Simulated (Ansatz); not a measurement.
# Sb (Pm-3m, 1 atom in the cell): phonons and vibrational spectra, part 2 of 2

How does Sb (Pm-3m, 1 atom in the cell) vibrate, and is this structure a minimum?

Ansatz 0.2.0; DFT PBEsol, scalar-relativistic, plane waves, PAW.

So far. Step 4 (Tight relaxation): The forces vanish by symmetry and the pressure is 0.000 GPa, within the tolerances set. The cell now holds 28.62 Å³/atom. The relaxed cell has a = 3.059 Å (conventional setting).

This is not the structure that Sb takes at ambient pressure and room temperature (space group No. 166); it is a model or a phase of other conditions.

## Step 5: The dispersion

Stability and thermal properties need the whole zone. Linear response on a 4×4×4 q mesh gives force constants as far as a supercell of that size would.

Contents of input.yaml:

```yaml
crystal:
  lattice:
    - [3.0587968375, 0.0, 0.0]
    - [0.0, 3.0587968375, 0.0]
    - [0.0, 0.0, 3.0587968375]
  atoms:
    - { symbol: Sb, position: [0.0, 0.0, 0.0] }
kpoints:
  mp_grid: { grid: [16, 16, 16] }
hamiltonian:
  xc: pbesol
scf:
  occupations: { method: methfessel_paxton, width: 0.15 }
output:
  eigenvalues: true
phonons:
  method: dfpt
  qmesh: [4, 4, 4]
  temperatures: { t_max: 1000, t_step: 50 }
  qpath:
    path:
      - [[0.0, 0.0, 0.0], [0.0, 0.5, 0.0], [0.5, 0.5, 0.0], [0.0, 0.0, 0.0], [0.5, 0.5, 0.5], [0.0, 0.5, 0.0]]
      - [[0.5, 0.5, 0.5], [0.5, 0.5, 0.0]]
    npoints: 10
```

Started as:

```
$ ansatz run input.yaml --threads 4 --pin off --max-ram 7168MiB --backend cpu --events-out ev --progress --plain --runs-dir out
```

Numbers of over 12 decimals in the logs are rounded to 6 here.

Output:

```text
[...]
Crystal: 1 atoms, lattice volume = 28.619 Å³
Basis set: ecut = 420 eV, 587 PW (Γ), exchange–correlation on 48×48×48 points (8 copies of the dense FFT grid, shifted against one another)
Bands: 12, of which v1, the nominal top of the filled ones, is band 8 counted from 1 (7 counted from 0)
Symmetry: 48 space group operations
k-points: 165 of 4096
[...]
SCF iter   1: F=—  HF=-6408.060005 eV  |F-HF|=—  |Δ(HF+E_count)|=         —  Δρ=2.18e-3  dr2=9.23e-4  ethr=1.77e-3  ⟨swp⟩=5.1  Hψ=11471  notcnv=0
[...]
SCF iter   9: F=-6408.058513 eV  HF=-6408.058513 eV  |F-HF|=7.28e-12  |Δ(HF+E_count)|=  1.00e-10  S|Δr|=    0.00e0  Δρ=1.80e-7  dr2=7.10e-12  ethr=1.00e-12  ⟨swp⟩=6.0  Hψ=10010  notcnv=0
SCF 1 converged in 9 iterations: F = -6408.058513 eV  dr2 = 7.10e-12
[...]
NSCF: frozen V_eff on 165 k-points
[...]
DFPT response loops at q = (0, 0, 0) (fractional): preconditioner auto → Kerker (q_TF=auto, 2.450 Å⁻¹) (partly filled bands, converged f_vac=0.000); β = 1.00, the filter's whole step (`scf.mixing.beta` (0.50) is not read by the response loops under this deck's `scf.mixing.preconditioner`; to damp them name `kerker` or `kerker_dos`, under which they read `scf.mixing.beta`, and type it under 1.00, their step now; both keys bind the ground state too); Broyden in place of MSR1
[...]
SCF converged after 9 iterations
[...]
Free energy (F): -6408.058513 eV
[...]
Internal energy: -6408.059807 eV  (E = F + TS)
E sigma→0 (E₀):  -6408.058837 eV
Entropy (-TS):   0.001294 eV (1.294 meV/atom)
Fermi energy:    10.446540 eV
[...]
--- Band table (eV; the first three rows and the last of 165) ---
  k-point 0: bands = [... 4 lower, -18.5035, -2.2623, 13.8304, 13.8304, 13.8304, 17.6580, 17.6580, 18.8537]
  k-point 1: bands = [... 4 lower, -18.5033, -2.2030, 13.0356, 13.8897, 13.8897, 17.7067, 18.1616, 19.2933]
  k-point 2: bands = [... 4 lower, -18.5028, -2.0262, 11.5170, 14.0642, 14.0642, 17.8527, 18.5531, 20.8614]
  k-point 164: bands = [... 4 lower, -18.4204, 6.1397, 8.7788, 8.7788, 8.7788, 15.2807, 15.2807, 15.2807]
--- Phonons (Γ-DFPT): 1 representative perturbation + reference (Σ response iterations 2) ---
  ASR residual: 6.757e-6 → 0.000e0 eV/Å²; symmetrization residual: 2.122e-11 eV/Å²
  ASR residual per site (eV/Å²): 6.76e-6
  Γ frequencies (cm⁻¹): 0.00 0.00 0.00
--- Phonons (arbitrary-q DFPT): 10 irreducible q on the 4×4×4 mesh ---
  q = [0.0000, 0.0000, 0.0000] (star 1, of the zone-centre solve; hermiticity 0.00e0, symmetrization 3.14e-6): -0.00 -0.00 -0.00
  q = [0.0000, 0.0000, 0.2500] (star 6, 2 solved perturbations in 2016 linear systems a pass and spin channel, the states on 1296 of 4096 k-point pairs; hermiticity 9.91e-15, symmetrization 2.94e-12): 31.93 31.93 103.15
[...]
q = [0.0000, 0.2500, -0.5000] (star 12, 3 solved perturbations on 1296 of 4096 k-point pairs; hermiticity 2.16e-13, symmetrization 2.19e-13): 46.97 91.97 110.50
[...]
q = [0.2500, 0.2500, 0.2500] (star 8, 1 solved perturbation on 2176 of 4096 k-point pairs; hermiticity 2.32e-14, symmetrization 1.42e-12): 109.07 109.07 131.29
[...]
sum rule: each row above includes the acoustic sum rule's correction from the zone centre's row sums; it moved no ω² by more than (0.12 cm⁻¹)²
  mesh force constants: q→R imaginary residual 0.00e0; ASR residual 6.757e-6 → 0.000e0 eV/Å²; symmetrization residual 3.553e-15 eV/Å²
  interpolated dispersion: 62 rows × 3 modes
  density of states and harmonic sums: on the 20×20×20 q-mesh, interpolated from the force constants of a 4×4×4 supercell (no non-analytic term)
  largest difference from the sums on the solved wave vectors: F 2.20e-3 eV, S 8.04e-6 and C_V 3.33e-6 eV/K
  zero-point energy: 0.016132 eV/cell   skipped modes (ω ≤ 0): 35, of them read as no rigid motion or as one in doubt: 32 (5.588e-2 modes/cell left out, lowest -101.65 cm⁻¹)   left out of the sums: 1.88e-2 of the cell's modes: C_V's classical limit lies that fraction below 3 k_B per atom; for a crystal, a wire or a layer, F and S can be off by more, and a phonons.interpolated_qmesh denser along its periods is the remedy for the sampling
```

Elapsed: 2.5 min, on 4 threads of Arm Neoverse V2, shared host; peak memory 1.9 GiB.

This step gave:

| Property | Result |
| --- | --- |
| sum-rule residual before enforcement | 6.76e-6 eV/Å² |
| lowest frequency on the path | -101.7 cm⁻¹ |
| highest frequency on the path or at a solved wavevector | 131.3 cm⁻¹ |
| lowest mode on the q mesh (acoustic modes at Γ apart) | -101.7 cm⁻¹ |

Frequencies (cm⁻¹) solved at each irreducible wavevector; negative means imaginary. Frequencies by wavevector, by row:

| q in reciprocal lattice units | star | mode 1 | mode 2 | mode 3 |
| --- | --- | --- | --- | --- |
| 0 0 0 | 1 | 0 | 0 | 0 |
| 0 0 0.25 | 6 | 31.9 | 31.9 | 103.2 |
| 0 0 -0.5 | 3 | 34.5 | 34.5 | 118.8 |
| 0 0.25 0.25 | 12 | 44.4 | 98.6 | 115.7 |
| 0 0.25 -0.5 | 12 | 47 | 92 | 110.5 |
| 0 -0.5 -0.5 | 3 | 48.7 | 96 | 96 |
| 0.25 0.25 0.25 | 8 | 109.1 | 109.1 | 131.3 |
| 0.25 0.25 -0.5 | 12 | 68.9 | 109.8 | 123 |
| 0.25 -0.5 -0.5 | 6 | 68.7 | 68.7 | 113.6 |
| -0.5 -0.5 -0.5 | 1 | -101.7 | -101.7 | -101.7 |

Interpolated from a 4×4×4 q mesh. The phonon branches at the labelled points (cm⁻¹):

| point | branch 1 | branch 2 | branch 3 |
| --- | --- | --- | --- |
| Γ | 0 | 0 | 0 |
| X | 34 | 34 | 119 |
| M | 49 | 96 | 96 |
| Γ | 0 | 0 | 0 |
| R | -102 | -102 | -102 |
| X | 34 | 34 | 119 |
| jump to R | -102 | -102 | -102 |
| M | 49 | 96 | 96 |

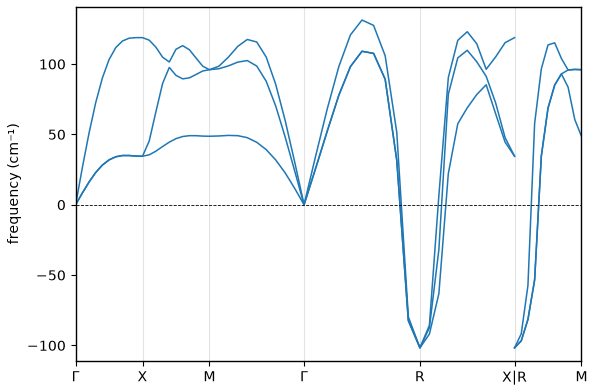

Phonon branches along the path.

Tetrahedra on a 20×20×20 mesh, mean over bins of 2 cm-1. Interpolated from a 4×4×4 q mesh. Phonon density of states against wavenumber; read off at these points:

| wavenumber (cm⁻¹) | phonon density of states (1/cm⁻¹/cell) |
| --- | --- |
| -100.0 | 3.0e-5 |
| -80.0 | 6.0e-4 |
| -60.0 | 6.8e-4 |
| -40.0 | 5.7e-4 |
| -20.0 | 5.2e-4 |
| 0.0 | 5.9e-4 |
| 20.0 | 0.00164 |
| 40.0 | 0.0133 |
| 60.0 | 0.0183 |
| 80.0 | 0.0284 |
| 97.0 | 0.0573 |
| 100.0 | 0.0549 |
| 113.0 | 0.0696 |
| 120.0 | 0.0276 |

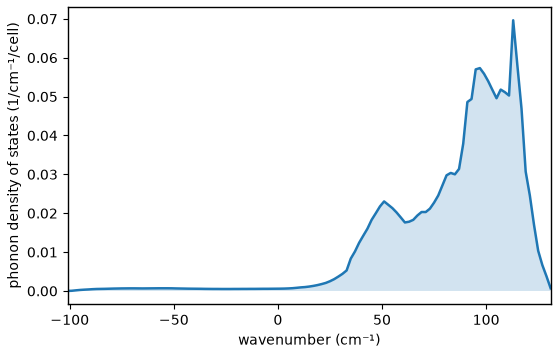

Phonon density of states against wavenumber.

Second derivatives of the energy by pair, one row for each kind of neighbour of each atom listed. Each entry sums the pair over the periodic images of the supercell that the q mesh stands for, and in a polar crystal it holds the long-range dipole part too. Force constants by pair, by row:

| atom | neighbour | distance (Å) | third of the trace (eV/Å²) | along the pair's line (eV/Å²) |
| --- | --- | --- | --- | --- |
| Sb1 | itself | 0 | 3.681 | – |
| Sb1 | Sb | 3.059 | -0.0918 | -0.4787 |
| Sb1 | Sb | 4.326 | -0.2093 | -0.4503 |
| Sb1 | Sb | 5.298 | 0.1025 | 0.0857 |
| Sb1 | Sb | 6.118 | -0.7318 | -2.008 |
| Sb1 | Sb | 6.84 | 0.126 | 0.214 |
| Sb1 | Sb | 7.492 | -0.1094 | -0.098 |

Symmetry leaves 10 wavevectors to solve. The lowest mode among them, the acoustic zeros apart, lies at q = (-0.5, -0.5, -0.5) and is imaginary, 101.7i cm⁻¹, so the energy falls along it.

## Step 6: The same by displaced supercells

Finite displacements in a 2×2×2 supercell give force constants from forces alone. They are exact at the wavevectors that the supercell holds, where they check the linear-response result.

input.yaml: that of step 5 with these lines changed.

```diff
@@ -16,4 +16,4 @@
 phonons:
-  method: dfpt
-  qmesh: [4, 4, 4]
+  method: fd
+  supercell: [2, 2, 2]
   temperatures: { t_max: 1000, t_step: 50 }
```

Output:

```text
[...]
Crystal: 8 atoms, lattice volume = 228.951 Å³
Basis set: ecut = 420 eV, 4457 PW (Γ), exchange–correlation on 90×90×90 points (8 copies of the dense FFT grid, shifted against one another)
Bands: 80, of which v1, the nominal top of the filled ones, is band 60 counted from 1 (59 counted from 0)
Symmetry: 384 space group operations
k-points: 35 of 512
[...]
SCF iter   1: F=—  HF=-51264.468106 eV  |F-HF|=—  |Δ(HF+E_count)|=         —  Δρ=8.88e-8  dr2=1.26e-11  ethr=1.00e-12  ⟨swp⟩=3.0  Hψ=6938  notcnv=0
[...]
SCF iter   2: F=-51264.468106 eV  HF=-51264.468106 eV  |F-HF|=4.37e-11  |Δ(HF+E_count)|=  1.46e-11  S|Δr|=    0.00e0  Δρ=3.44e-8  dr2=2.24e-12  ethr=1.00e-12  ⟨swp⟩=3.9  Hψ=7462  notcnv=0
SCF 1 converged in 2 iterations: F = -51264.468106 eV  dr2 = 2.24e-12
[...]
Symmetry: 6 space group operations
k-points: 65 of 512 (time reversal used)
[...]
SCF iter   7: F=-51264.468101 eV  HF=-51264.468101 eV  |F-HF|=7.28e-12  |Δ(HF+E_count)|=  7.28e-12  S|Δr|=    0.00e0  Δρ=2.04e-8  dr2=1.75e-12  ethr=1.00e-12  ⟨swp⟩=6.0  Hψ=19289  notcnv=0
SCF 2 converged in 7 iterations: F = -51264.468101 eV  dr2 = 1.75e-12
[...]
SCF converged after 2 iterations
[...]
Free energy (F): -51264.468106 eV
[...]
Internal energy: -51264.478454 eV  (E = F + TS)
E sigma→0 (E₀):  -51264.470693 eV
Entropy (-TS):   0.010348 eV (1.294 meV/atom)
Fermi energy:    10.446541 eV
[...]
--- Band table (eV; the first three rows and the last of 35) ---
  k-point 0: bands = [... 56 lower, 6.7492, 8.7788, 8.7788, 8.7788, 12.4486, 12.4486, 12.4486, 13.8304, ... 16 higher]
  k-point 1: bands = [... 56 lower, 7.1195, 8.6622, 8.6622, 9.2434, 12.5041, 12.6970, 12.6970, 13.0356, ... 16 higher]
  k-point 2: bands = [... 56 lower, 8.0422, 8.3607, 8.3607, 10.2919, 11.5170, 12.6704, 13.3796, 13.3796, ... 16 higher]
  k-point 34: bands = [... 56 lower, 9.8623, 9.8623, 9.8623, 9.8623, 9.8623, 9.8623, 9.8623, 9.8623, ... 16 higher]
--- Phonons: 1 displaced member + reference (amplitude 0.0025 Å, Σ member SCF iterations 7) ---
  symmetry images taken by strict's conditions (phonons.symmetry_images: auto; settled by no image being taken that strict refuses)
  ASR residual: 7.497e-6 → 0.000e0 eV/Å²; symmetrization residual: 1.332e-15 eV/Å²
  largest component of a force at the reference: 5.5e-29 eV/Å
  ASR residual per site (eV/Å²): 7.50e-6
  Γ frequencies (cm⁻¹): 0.00 0.00 0.00
[...]
```

Wall time 39 s (4 threads); peak memory 1.4 GiB; 2.2 min of CPU time.

This step gave:

```yaml
atoms_in_the_supercell: 8
sum_rule_residual_before_enforcement: 7.50e-6 eV/Å²
highest_frequency_on_the_path_or_at_a_solved_wavevector: 118.8 cm⁻¹
```

Interpolated from a 2×2×2 supercell, rough between the solved points. The phonon branches at the labelled points (cm⁻¹):

| point | branch 1 | branch 2 | branch 3 |
| --- | --- | --- | --- |
| Γ | 0 | 0 | 0 |
| X | 34 | 34 | 119 |
| M | 49 | 96 | 96 |
| Γ | 0 | 0 | 0 |
| R | -102 | -102 | -102 |
| X | 34 | 34 | 119 |
| jump to R | -102 | -102 | -102 |
| M | 49 | 96 | 96 |

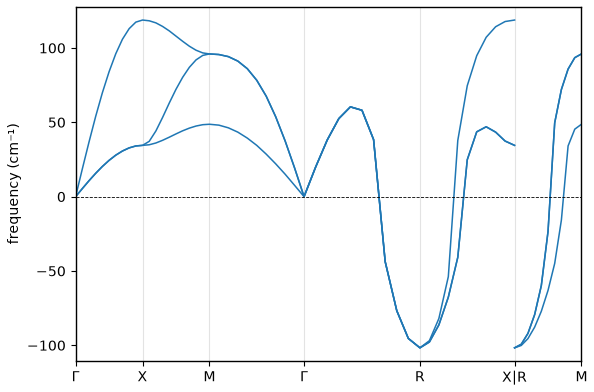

Phonon branches along the path.

The phonon density of states has structure finer than the step of the table below, so its rows give means over 20 cm⁻¹, whole bins alone (the curve runs from -101 to 119 cm⁻¹). Peaks (cm⁻¹: height): 39.0: 0.0801.

Tetrahedra on a 20×20×20 mesh, mean over bins of 2 cm-1. Interpolated from a 2×2×2 supercell, rough between the solved points. Phonon density of states against wavenumber; means over each step:

| wavenumber (cm⁻¹) | phonon density of states (1/cm⁻¹/cell) |
| --- | --- |
| -80 | 0.00355 |
| -60 | 0.00466 |
| -40 | 0.00425 |
| -20 | 0.00327 |
| 0 | 0.00339 |
| 20 | 0.0101 |
| 40 | 0.0466 |
| 60 | 0.0265 |
| 80 | 0.0249 |
| 100 | 0.0188 |

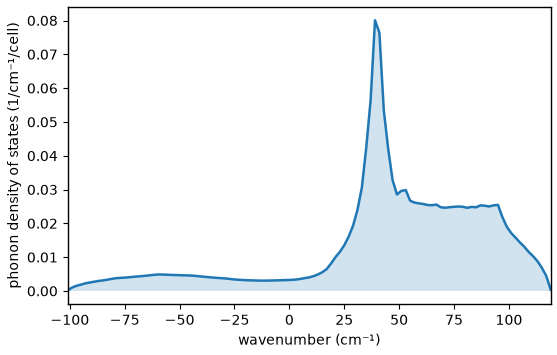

Phonon density of states against wavenumber.

## Step 7: Summary of results

| Quantity | Value |
| --- | --- |
| space group after relaxation (within 0.01 Å) | Pm-3m |
| volume per atom | 28.6 Å³ |
| electronic character | no gap on this mesh |
| lowest mode on the q mesh (acoustic modes at Γ apart) | -102 cm⁻¹ |
| highest frequency on the path or at a solved wavevector | 131 cm⁻¹ |
| imaginary modes on the 4×4×4 q mesh | yes |

What this shows: Modes are clearly imaginary (beyond 10i cm⁻¹) at 1 of the 10 irreducible wavevectors, most at q = (-0.5, -0.5, -0.5) (101.7i cm⁻¹), so this structure is not a minimum of the energy. With no gap, or one that is small against the smearing, the frequencies hang on the k mesh and the smearing, most of all near Kohn anomalies. Spin-orbit coupling is left out, which can matter for the heavy elements here. A phonon run warned that its eigensolver left some bands unconverged in a pass. These are harmonic frequencies at zero temperature: anharmonic shifts, linewidths and thermal expansion are left out.

[Logs are printed without paths, hosts, clocks, repeated set-up lines and the standing remarks that a program may print on its own settings, such as how far it seeks lower states.]

[Hosts, paths, dates, database ids (printed as entryN), source tags and the programs' standing remarks are cut or masked in the printed files.]
